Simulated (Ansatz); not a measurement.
**C$_{2}$H$_{4}$ClFOSi: density, localisation and related maps**

```xyz
10

F     1.1218   -2.3096    0.3822
C     1.1188   -1.0733   -0.2145
Cl    2.3102   -0.0269    0.5711
Si   -0.6193   -0.3096   -0.1082
C    -0.8634    1.4652    0.0632
O    -0.9925    0.5732    1.2364
H     1.4588   -1.2058   -1.2452
H    -1.6293   -1.2578   -0.6229
H    -1.8012    1.9457   -0.2064
H    -0.0210    2.1477    0.1474
```

Geometry: PBE0-D4/def2-TZVP.

Theory: RKS PBE0-D4/def2-TZVPP in Ansatz 0.2.0.

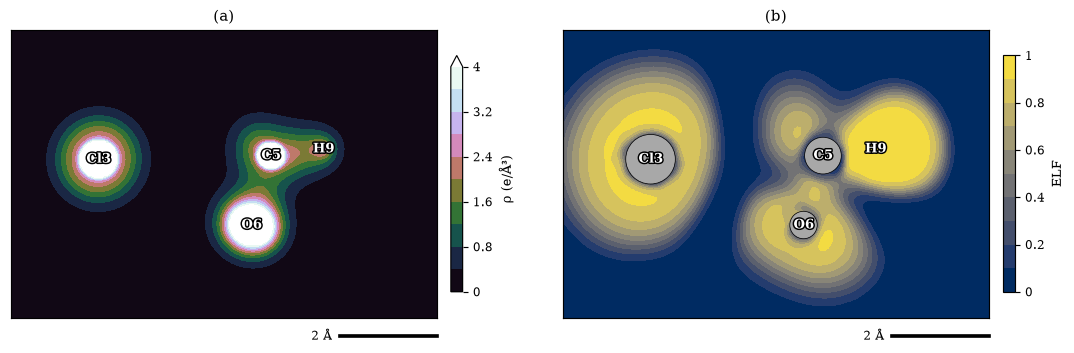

Figure 1. (a) total electron density; (b) electron localisation function on the plane of atoms O6, C5 and H9. Grey discs cover the atomic cores in the ELF map.

Question: Read the bonding off the picture.

Answer: The plane passes through Cl, C, O and H nuclei. C–O (1.48 Å): ρ at the midpoint is about 1.7 e/Å³, with its minimum of 1.6 e/Å³ about 0.6 Å from C; the ELF peaks at about 0.80 between the atoms, as expected for a shared but strongly polarised pair. C–H (1.09 Å): ρ is about 2.1 e/Å³ halfway; the ELF climbs to about 1 towards the hydrogen, as it does in any bond to H (an ordinary covalent bond to hydrogen). The ELF also peaks beside O6 and Cl3, away from the bonds: lone-pair regions.

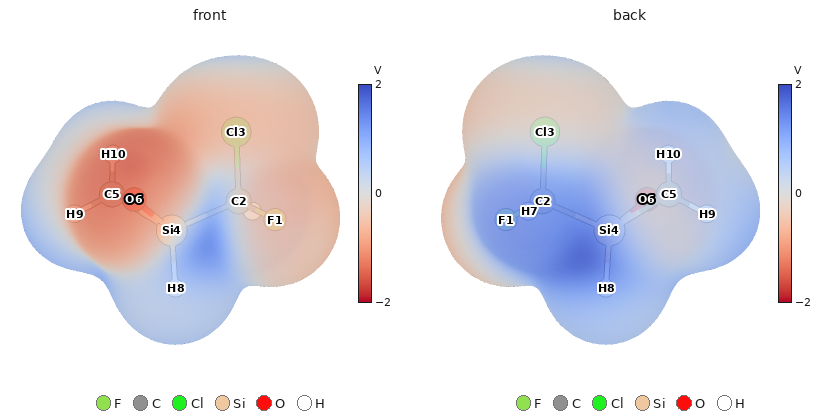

Figure 2. The electrostatic potential painted on the density surface at 0.001 e/bohr³, seen from the front and from behind; red is negative and blue positive.

Question: Which sites attract a positive test charge, and which a negative one?

Answer: A positive charge is drawn to the negative regions and a negative charge to the positive ones. The most negative region (about −1.4 V) lies over O6, the most positive (about +1.7 V) over Si4. Cl3 shows a σ-hole: about +0.3 V at the tip opposite its bond, against about −0.4 V on its flanks. O6 is the likeliest acceptor of a hydrogen bond.

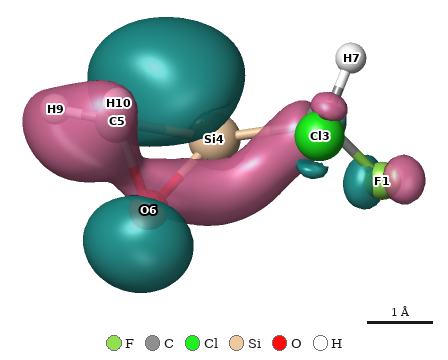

Figure 3. One frontier orbital at ±0.1 Å⁻³ᐟ² (teal and pink are the two phases), seen from one side.

Question: Which orbital is it: HOMO or LUMO?

Answer: The HOMO, at −7.95 eV. Its weight (Hirshfeld) is mainly on C5 (about 35 %), O6 (about 25 %) and Si4 (about 25 %).
